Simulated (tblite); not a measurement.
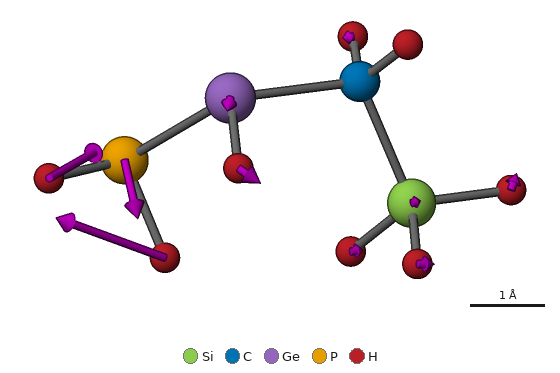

A relaxation of CH8GePSi (multiplicity 2). The starting structure is drawn; purple arrows show the displacements, at their true length. The two geometries are superimposed by the best rigid fit.

The picture is a ball-and-stick view, seen at a tilt.

Method: tblite 0.8.0, GFN2-xTB geometry optimisation, gas phase. 

Atoms of which element are displaced furthest, and by how much?

Hydrogen: up to 1.93 Å, against 0.92 Å for phosphorus.

What happened in the run?

After 110 geometry steps the energy has fallen by 0.388 eV. The atom that moves furthest after the best rigid fit is an H atom (1.93 Å). By element the largest moves are H 1.93 Å, P 0.92 Å, Ge 0.24 Å, Si 0.15 Å, C 0.08 Å. Among the contacts that change: H–P 1.455 → 1.389 Å, C–Ge 1.963 → 2.023 Å, Ge–P 2.294 → 2.341 Å, C–Si 1.858 → 1.900 Å. Bond angles that change, for instance: P–Ge–H 110.2° → 100.0°, C–Ge–H 109.4° → 100.9°, H–C–H 110.1° → 106.9°. Groups turn about Ge–P by about 115°.
